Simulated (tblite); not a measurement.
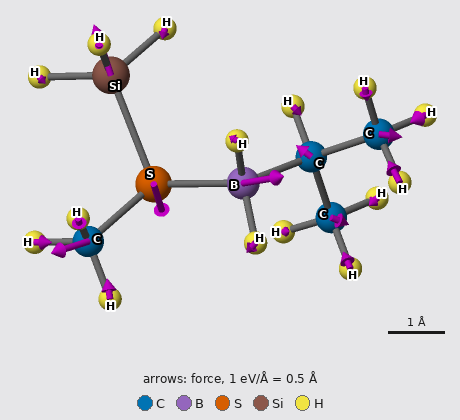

Starting geometry of C4H15BSSi with the computed forces as purple arrows. The picture is a ball-and-stick view, seen face on.

Method: GFN2-xTB geometry optimisation, gas phase in tblite 0.8.0. 

> Is this structure relaxed? If not, where do the atoms go?

It isn't relaxed: the largest force vector, on the S atom, is 2.34 eV/Å. The final displacements have little in common with the starting forces (cosine between the two patterns 0.09). An H atom moves most after the best rigid fit: 1.23 Å. By element the largest moves are H 1.23 Å, Si 0.57 Å, C 0.49 Å, S 0.48 Å, B 0.31 Å. Near-neighbour distances that change, for instance: B–S 1.855 → 2.033 Å, S–Si 2.103 → 2.193 Å, C–S 1.774 → 1.820 Å, C–H 1.121 → 1.091 Å. Bond angles that change, for instance: C–S–Si 109.8° → 100.0°, B–S–C 109.9° → 100.5°, B–S–Si 110.5° → 101.5°. Groups turn about B–S by about 30°, S–Si by about 20°. After 165 geometry steps the energy has fallen by 57.8 kJ/mol. The run took 1.5 s on 1 thread of Intel(R) Xeon(R) Platinum 8488C (shared host).
